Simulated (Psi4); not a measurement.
# BH4O− (SMILES [BH3-]O): PBE0/6-31G(d) (spherical functions, sweep point 3)

Aim: the vertical electron affinity of BH4O− at PBE0/6-31G* (spherical functions, sweep point 3), from 2 runs. 

Program for the calculation: Psi4 1.11.

4 further runs of the same task are left out: 4 set aside as unsound or not needed.

## Step 1: The system as given

The species is BH4O− (6 atoms), meant as a singlet with charge -1. As SMILES, `[BH3-]O`. The shape is that of a GFN2-xTB optimisation.

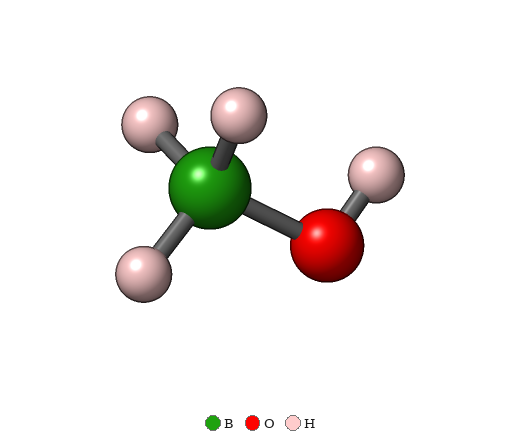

Viewed from a chosen angle; boron green, oxygen red, hydrogen pink.

## Step 2: A single-point energy at PBE0/6-31G(d) (spherical functions, sweep point 3)

The input, calc.in:

```
memory 1600 MB

molecule {
  -1 1
  B     -0.074670    -0.173680    -0.316420
  O     -0.013550     1.016190     0.603980
  H      1.062740    -0.650510    -0.499740
  H     -0.542300     0.195170    -1.379270
  H     -0.789000    -1.072510     0.169030
  H      0.356770     0.685330     1.422430
  units angstrom
  symmetry c1
}

set {
  basis                6-31G*
  puream               true
  scf_type             pk
  dft_radial_points    35
  dft_spherical_points 110
}

e, wfn = energy("pbe0", return_wfn=True)
```

Launch:

```bash
$ psi4 -n 1 calc.in calc.out
```

calc.out:

```text
Psi4 1.11 release

   => Loading Basis Set <=

    Name: 6-31G*
    Role: ORBITAL
    Keyword: BASIS

         ---------------------------------------------------------
                                   SCF
                              RKS Reference
                        1 Threads,   1525 MiB Core
         ---------------------------------------------------------

  ==> Geometry <==

    Molecular point group: c1
    Full point group: C1

    Geometry (in Angstrom), charge = -1, multiplicity = 1:

       Center              X                  Y                   Z               Mass
    ------------   -----------------  -----------------  -----------------  -----------------
         B           -0.044063273420    -0.608429066199    -0.506113745145    11.009305360000
         O            0.017056726580     0.581440933801     0.414286254855    15.994914619570
         H            1.093346726580    -1.085259066199    -0.689433745145     1.007825032230
         H           -0.511693273420    -0.239579066199    -1.568963745145     1.007825032230
         H           -0.758393273420    -1.507259066199    -0.020663745145     1.007825032230
         H            0.387376726580     0.250580933801     1.232736254855     1.007825032230

  Running in c1 symmetry.

  Rotational constants: A =      3.45194  B =      0.74846  C =      0.72287 [cm^-1]
  Rotational constants: A = 103486.47820  B =  22438.41424  C =  21671.05505 [MHz]
  Nuclear repulsion =   33.272252130286205

  Charge       = -1
  Multiplicity = 1
  Electrons    = 18
  Nalpha       = 9
  Nbeta        = 9

  ==> Algorithm <==

  SCF Algorithm Type is PK.
  DIIS enabled.
  MOM disabled.
  Fractional occupation disabled.
  Guess Type is SAD.
  Energy threshold   = 1.00e-06
  Density threshold  = 1.00e-06
  Integral threshold = 1.00e-12

  ==> Primary Basis <==

  Basis Set: 6-31G*
    Blend: 6-31G*
    Number of shells: 20
    Number of basis functions: 36
    Number of Cartesian functions: 38
    Spherical Harmonics?: true
    Max angular momentum: 2

  ==> DFT Potential <==

   => LibXC <=

    Version 7.1.2

   => Composite Functional: PBE0 <=

    PBE0 Hyb-GGA Exchange-Correlation Functional

    Deriv               =              1
    GGA                 =           TRUE
    Meta                =          FALSE

    Exchange Hybrid     =           TRUE
    MP2 Hybrid          =          FALSE

   => Exchange Functionals <=

    0.7500   Perdew, Burke & Ernzerhof

   => Exact (HF) Exchange <=

    0.2500               HF

   => Correlation Functionals <=

    1.0000   Perdew, Burke & Ernzerhof

   => LibXC Density Thresholds  <==

    XC_HYB_GGA_XC_PBEH:  1.00E-15

   => Molecular Quadrature <=

    Radial Scheme          =       TREUTLER
    Pruning Scheme         =           NONE
    Nuclear Scheme         =       TREUTLER

    Blocking Scheme        =         OCTREE
    BS radius alpha        =              1
    Pruning alpha          =              1
    Radial Points          =             35
    Spherical Points       =            110
    Total Points           =          22580
    Total Blocks           =            231
    Max Points             =            255
    Max Functions          =             36
    Weights Tolerance      =       1.00E-15

  ==> Integral Setup <==

  Using in-core PK algorithm.
   Calculation information:
      Number of atoms:                   6
      Number of AO shells:              20
      Number of primitives:             46
      Number of atomic orbitals:        38
      Number of basis functions:        36

      Integral cutoff                 1.00e-12
      Number of threads:                 1

  Performing in-core PK
  Using 444222 doubles for integral storage.
  We computed 22154 shell quartets total.
  Whereas there are 22155 unique shell quartets.

  ==> DiskJK: Disk-Based J/K Matrices <==

    J tasked:                  Yes
    K tasked:                  Yes
    wK tasked:                  No
    Memory [MiB]:             1120
    Schwarz Cutoff:          1E-12

  Cached 100.0% of DFT collocation blocks in 0.023 [GiB].

  Minimum eigenvalue in the overlap matrix is 1.2793556378E-02.
  Reciprocal condition number of the overlap matrix is 3.0270633750E-03.
    Using symmetric orthogonalization.

  ==> Pre-Iterations <==

  SCF Guess: Superposition of Atomic Densities via on-the-fly atomic UHF (no occupation information).

   -------------------------
    Irrep   Nso     Nmo
   -------------------------
     A         36      36
   -------------------------
    Total      36      36
   -------------------------

  ==> Iterations <==

                        Total Energy        Delta E     RMS |[F,P]|

   @RKS iter SAD:  -101.72958046302492   -1.01730e+02   0.00000e+00
   @RKS iter   1:  -102.13276570166552   -4.03185e-01   1.88506e-02 DIIS/ADIIS
   @RKS iter   2:  -102.02771611386927    1.05050e-01   2.45994e-02 DIIS/ADIIS
   @RKS iter   3:  -102.35604367621596   -3.28328e-01   2.76616e-03 DIIS/ADIIS
   @RKS iter   4:  -102.36111935407639   -5.07568e-03   5.49069e-04 DIIS/ADIIS
   @RKS iter   5:  -102.36132051190010   -2.01158e-04   6.10457e-05 DIIS
   @RKS iter   6:  -102.36132271818062   -2.20628e-06   8.51666e-06 DIIS
   @RKS iter   7:  -102.36132276465415   -4.64735e-08   9.37780e-07 DIIS
  Energy and wave function converged.

  ==> Post-Iterations <==

   Electrons on quadrature grid:
      Ntotal   =   18.0003612017 ; deviation = 3.612e-04

    Orbital Energies [Eh]
    ---------------------

    Doubly Occupied:

       1A    -18.931482     2A     -6.479866     3A     -0.737767
       4A     -0.273447     5A     -0.192698     6A     -0.100544
       7A     -0.099572     8A     -0.034413     9A      0.006160

    Virtual:

      10A      0.320086    11A      0.426524    12A      0.442612
      13A      0.448676    14A      0.472075    15A      0.692139
      16A      0.693497    17A      0.791971    18A      0.939100
      19A      1.059258    20A      1.147813    21A      1.175389
      22A      1.232819    23A      1.243508    24A      1.263609
      25A      1.375204    26A      1.556649    27A      1.629767
      28A      1.869089    29A      1.932301    30A      2.011913
      31A      2.054740    32A      2.149168    33A      2.392940
      34A      2.448988    35A      2.703535    36A      2.980933

    Final Occupation by Irrep:
              A
    DOCC [     9 ]
    NA   [     9 ]
    NB   [     9 ]

  @RKS Final Energy:  -102.36132276465415

   => Energetics <=

    Nuclear Repulsion Energy =             33.2722521302862049
    One-Electron Energy =                -209.8363627859934581
    Two-Electron Energy =                  85.0555929924018699
    DFT Exchange-Correlation Energy =     -10.8528051013487641
    Empirical Dispersion Energy =           0.0000000000000000
    VV10 Nonlocal Energy =                  0.0000000000000000
    Total Energy =                       -102.3613227646541475

Computation Completed

Properties will be evaluated at   0.000000,   0.000000,   0.000000 [a0]

Properties computed using the SCF density matrix

 Multipole Moments:

 ------------------------------------------------------------------------------------
     Multipole            Electronic (a.u.)      Nuclear  (a.u.)        Total (a.u.)
 ------------------------------------------------------------------------------------

 L = 1.  Multiply by 2.5417464519 to convert [e a0] to [Debye]
 Dipole X            :          0.0006519            0.2395688            0.2402207
 Dipole Y            :          2.4861424           -1.8370673            0.6490752
 Dipole Z            :          1.5737568           -0.4962490            1.0775078
 Magnitude           :                                                    1.2806356

 ------------------------------------------------------------------------------------

	total time  =          2 seconds =       0.03 minutes

    Psi4 run time: 0:00:02.89
```

It took 6.3 s on 1 thread of Intel Xeon at 2.50GHz (Skylake/Cascade Lake), shared host; peak memory 0.22 GiB.

## Step 3: Doublet [BH4O]2−, same level

The input, input.dat:

```
memory 1600 mb

molecule system {
  -2 2
  B     -0.074670    -0.173680    -0.316420
  O     -0.013550     1.016190     0.603980
  H      1.062740    -0.650510    -0.499740
  H     -0.542300     0.195170    -1.379270
  H     -0.789000    -1.072510     0.169030
  H      0.356770     0.685330     1.422430
  symmetry c1
}

set globals {
  basis 6-31G*
  reference uks
  puream true
  scf_type pk
  dft_radial_points 35
  dft_spherical_points 110
  maxiter 150
}

energy('pbe0')
print_variables()
```

Launch:

```bash
$ psi4 -n 1 input.dat output.dat
```

output.dat:

```text
Psi4 1.11 release

   => Loading Basis Set <=

    Name: 6-31G*
    Role: ORBITAL
    Keyword: BASIS

         ---------------------------------------------------------
                                   SCF
                              UKS Reference
                        1 Threads,   1525 MiB Core
         ---------------------------------------------------------

  ==> Geometry <==

    Molecular point group: c1
    Full point group: C1

    Geometry (in Angstrom), charge = -2, multiplicity = 2:

       Center              X                  Y                   Z               Mass
    ------------   -----------------  -----------------  -----------------  -----------------
         B           -0.044063273420    -0.608429066199    -0.506113745145    11.009305360000
         O            0.017056726580     0.581440933801     0.414286254855    15.994914619570
         H            1.093346726580    -1.085259066199    -0.689433745145     1.007825032230
         H           -0.511693273420    -0.239579066199    -1.568963745145     1.007825032230
         H           -0.758393273420    -1.507259066199    -0.020663745145     1.007825032230
         H            0.387376726580     0.250580933801     1.232736254855     1.007825032230

  Running in c1 symmetry.

  Rotational constants: A =      3.45194  B =      0.74846  C =      0.72287 [cm^-1]
  Rotational constants: A = 103486.47820  B =  22438.41424  C =  21671.05505 [MHz]
  Nuclear repulsion =   33.272252130286205

  Charge       = -2
  Multiplicity = 2
  Electrons    = 19
  Nalpha       = 10
  Nbeta        = 9

  ==> Algorithm <==

  SCF Algorithm Type is PK.
  DIIS enabled.
  MOM disabled.
  Fractional occupation disabled.
  Guess Type is SAD.
  Energy threshold   = 1.00e-06
  Density threshold  = 1.00e-06
  Integral threshold = 1.00e-12

  ==> Primary Basis <==

  Basis Set: 6-31G*
    Blend: 6-31G*
    Number of shells: 20
    Number of basis functions: 36
    Number of Cartesian functions: 38
    Spherical Harmonics?: true
    Max angular momentum: 2

  ==> DFT Potential <==

   => LibXC <=

    Version 7.1.2

   => Composite Functional: PBE0 <=

    PBE0 Hyb-GGA Exchange-Correlation Functional

    Deriv               =              1
    GGA                 =           TRUE
    Meta                =          FALSE

    Exchange Hybrid     =           TRUE
    MP2 Hybrid          =          FALSE

   => Exchange Functionals <=

    0.7500   Perdew, Burke & Ernzerhof

   => Exact (HF) Exchange <=

    0.2500               HF

   => Correlation Functionals <=

    1.0000   Perdew, Burke & Ernzerhof

   => LibXC Density Thresholds  <==

    XC_HYB_GGA_XC_PBEH:  1.00E-15

   => Molecular Quadrature <=

    Radial Scheme          =       TREUTLER
    Pruning Scheme         =           NONE
    Nuclear Scheme         =       TREUTLER

    Blocking Scheme        =         OCTREE
    BS radius alpha        =              1
    Pruning alpha          =              1
    Radial Points          =             35
    Spherical Points       =            110
    Total Points           =          22580
    Total Blocks           =            231
    Max Points             =            255
    Max Functions          =             36
    Weights Tolerance      =       1.00E-15

  ==> Integral Setup <==

  Using in-core PK algorithm.
   Calculation information:
      Number of atoms:                   6
      Number of AO shells:              20
      Number of primitives:             46
      Number of atomic orbitals:        38
      Number of basis functions:        36

      Integral cutoff                 1.00e-12
      Number of threads:                 1

  Performing in-core PK
  Using 444222 doubles for integral storage.
  We computed 22154 shell quartets total.
  Whereas there are 22155 unique shell quartets.

  ==> DiskJK: Disk-Based J/K Matrices <==

    J tasked:                  Yes
    K tasked:                  Yes
    wK tasked:                  No
    Memory [MiB]:             1120
    Schwarz Cutoff:          1E-12

  Cached 100.0% of DFT collocation blocks in 0.023 [GiB].

  Minimum eigenvalue in the overlap matrix is 1.2793556378E-02.
  Reciprocal condition number of the overlap matrix is 3.0270633750E-03.
    Using symmetric orthogonalization.

  ==> Pre-Iterations <==

  SCF Guess: Superposition of Atomic Densities via on-the-fly atomic UHF (no occupation information).

   -------------------------
    Irrep   Nso     Nmo
   -------------------------
     A         36      36
   -------------------------
    Total      36      36
   -------------------------

  ==> Iterations <==

                        Total Energy        Delta E     RMS |[F,P]|

   @UKS iter SAD:  -101.72958046302492   -1.01730e+02   0.00000e+00
   @UKS iter   1:  -101.53450115624454    1.95079e-01   2.44819e-02 ADIIS/DIIS
   @UKS iter   2:  -101.31343773727430    2.21063e-01   3.33431e-02 ADIIS/DIIS
   @UKS iter   3:  -101.94406529399606   -6.30628e-01   5.23818e-03 ADIIS/DIIS
   @UKS iter   4:  -101.96143043694973   -1.73651e-02   1.90195e-03 ADIIS/DIIS
   @UKS iter   5:  -101.96415115255644   -2.72072e-03   2.90433e-04 ADIIS/DIIS
   @UKS iter   6:  -101.96425292736845   -1.01775e-04   8.93233e-05 DIIS
   @UKS iter   7:  -101.96427142532359   -1.84980e-05   2.83434e-05 DIIS
   @UKS iter   8:  -101.96427251041577   -1.08509e-06   4.73585e-06 DIIS
   @UKS iter   9:  -101.96427254574918   -3.53334e-08   1.03545e-06 DIIS
   @UKS iter  10:  -101.96427254789761   -2.14843e-09   2.10217e-07 DIIS
  Energy and wave function converged.

  ==> Post-Iterations <==

   Electrons on quadrature grid:
      Nalpha   =   10.0002663502 ; deviation = 2.664e-04
      Nbeta    =    9.0001422748 ; deviation = 1.423e-04
      Ntotal   =   19.0004086250 ; deviation = 4.086e-04

   @Spin Contamination Metric:   1.462925886E-03
   @S^2 Expected:                7.500000000E-01
   @S^2 Observed:                7.514629259E-01
   @S   Expected:                5.000000000E-01
   @S   Observed:                5.000000000E-01

    Orbital Energies [Eh]
    ---------------------

    Alpha Occupied:

       1A    -18.634463     2A     -6.255077     3A     -0.451340
       4A     -0.028541     5A      0.061602     6A      0.140828
       7A      0.148124     8A      0.199459     9A      0.260691
      10A      0.480894

    Alpha Virtual:

      11A      0.621446    12A      0.650470    13A      0.653180
      14A      0.675298    15A      0.899219    16A      0.902149
      17A      1.021225    18A      1.152104    19A      1.324883
      20A      1.363231    21A      1.415337    22A      1.450014
      23A      1.504889    24A      1.512870    25A      1.632704
      26A      1.798569    27A      1.874359    28A      2.132471
      29A      2.186715    30A      2.252843    31A      2.290806
      32A      2.410197    33A      2.658545    34A      2.711036
      35A      2.988509    36A      3.247400

    Beta Occupied:

       1A    -18.627764     2A     -6.254303     3A     -0.432699
       4A     -0.020048     5A      0.077007     6A      0.144464
       7A      0.153565     8A      0.206624     9A      0.266688

    Beta Virtual:

      10A      0.591180    11A      0.656282    12A      0.656703
      13A      0.659429    14A      0.691536    15A      0.903385
      16A      0.909980    17A      1.031022    18A      1.165603
      19A      1.333402    20A      1.363520    21A      1.425192
      22A      1.454150    23A      1.513727    24A      1.523589
      25A      1.658751    26A      1.802523    27A      1.881449
      28A      2.139592    29A      2.190726    30A      2.257361
      31A      2.296115    32A      2.414263    33A      2.665510
      34A      2.715558    35A      2.999604    36A      3.257235

    Final Occupation by Irrep:
              A
    DOCC [     9 ]
    SOCC [     1 ]
    NA   [    10 ]
    NB   [     9 ]

  @UKS Final Energy:  -101.96427254789761

   => Energetics <=

    Nuclear Repulsion Energy =             33.2722521302862049
    One-Electron Energy =                -214.0335238464373901
    Two-Electron Energy =                  89.8428367889837745
    DFT Exchange-Correlation Energy =     -11.0458376207301967
    Empirical Dispersion Energy =           0.0000000000000000
    VV10 Nonlocal Energy =                  0.0000000000000000
    Total Energy =                       -101.9642725478976075

  UHF NO Occupations:
  HONO-2 :    8  A 1.9998761
  HONO-1 :    9  A 1.9994865
  HONO-0 :   10  A 1.0000000
  LUNO+0 :   11  A 0.0005135
  LUNO+1 :   12  A 0.0001239
  LUNO+2 :   13  A 0.0000370
  LUNO+3 :   14  A 0.0000251

Computation Completed

Properties will be evaluated at   0.000000,   0.000000,   0.000000 [a0]

Properties computed using the SCF density matrix

 Multipole Moments:

 ------------------------------------------------------------------------------------
     Multipole            Electronic (a.u.)      Nuclear  (a.u.)        Total (a.u.)
 ------------------------------------------------------------------------------------

 L = 1.  Multiply by 2.5417464519 to convert [e a0] to [Debye]
 Dipole X            :         -0.5343316            0.2395688           -0.2947628
 Dipole Y            :          2.7747491           -1.8370673            0.9376818
 Dipole Z            :          0.2722215           -0.4962490           -0.2240276
 Magnitude           :                                                    1.0081273

 ------------------------------------------------------------------------------------

	total time  =          2 seconds =       0.03 minutes

  Variable Map:
  ----------------------------------------------------------------------------
  "CURRENT ENERGY"              =>    -101.964272547898
  "CURRENT REFERENCE ENERGY"    =>    -101.964272547898
  "DD SOLVATION ENERGY"         =>       0.000000000000
  "DFT FUNCTIONAL TOTAL ENERGY" =>    -101.964272547898
  "DFT TOTAL ENERGY"            =>    -101.964272547898
  "DFT VV10 ENERGY"             =>       0.000000000000
  "DFT XC ENERGY"               =>     -11.045837620730
  "GRID ELECTRONS ALPHA"        =>      10.000266350207
  "GRID ELECTRONS BETA"         =>       9.000142274766
  "GRID ELECTRONS TOTAL"        =>      19.000408624973
  "NUCLEAR REPULSION ENERGY"    =>      33.272252130286
  "ONE-ELECTRON ENERGY"         =>    -214.033523846437
  "PCM POLARIZATION ENERGY"     =>       0.000000000000
  "PE ENERGY"                   =>       0.000000000000
  "SCF ITERATION ENERGY"        =>    -101.964272547898
  "SCF ITERATIONS"              =>      10.000000000000
  "SCF TOTAL ENERGY"            =>    -101.964272547898
  "TWO-ELECTRON ENERGY"         =>      89.842836788984
  "XC GRID RADIAL POINTS"       =>      35.000000000000
  "XC GRID SPHERICAL POINTS"    =>     110.000000000000
  "XC GRID TOTAL POINTS"        =>   22580.000000000000

  Array Variable Map:
  ----------------------------------------------------------------------------
  "CURRENT DIPOLE"              =>      -0.294762796068 ... -0.224027560814 1 by 3
  "SCF DIPOLE"                  =>      -0.294762796068 ... -0.224027560814 1 by 3
  "SCF TOTAL ENERGIES"          =>    -101.729580463025 ... -101.964272547898 1 by 11

    Psi4 run time: 0:00:02.81
```

Run time: 6 s. Hardware: 1 thread of Intel Xeon at 2.50GHz (Skylake/Cascade Lake), shared host; peak memory 0.22 GiB.

## Step 4: Summary of results

Level: PBE0/6-31G* (spherical functions, sweep point 3).

| quantity | value |
| --- | --- |
| singlet BH4O−: total energy | -102.36132 Eh |
| singlet BH4O−: HOMO energy | 0.17 eV |
| singlet BH4O−: LUMO energy | 8.71 eV |
| singlet BH4O−: HOMO–LUMO gap (to an unbound level, set by the basis) | 8.54 eV |
| doublet [BH4O]2−: total energy | -101.96427 Eh |
| doublet [BH4O]2−: HOMO energy (highest over α and β) | 13.09 eV |
| doublet [BH4O]2−: LUMO energy (lowest over α and β) | 16.09 eV |
| doublet [BH4O]2−: ⟨S²⟩ | 0.751 |
| vertical electron affinity (to the doublet dianion) | -10.804 eV |

**Reading.** The dianion lies 10.80 eV (249 kcal/mol) above the anion: the electron isn't bound at this level, and such a value depends on the basis. Without diffuse functions anions come out too high. The HOMO (singlet BH4O−) lies at positive energy, 0.17 eV; only total energies tell whether the electron is bound. The HOMO (doublet [BH4O]2−) lies at positive energy, 13.09 eV; only total energies tell whether the electron is bound.
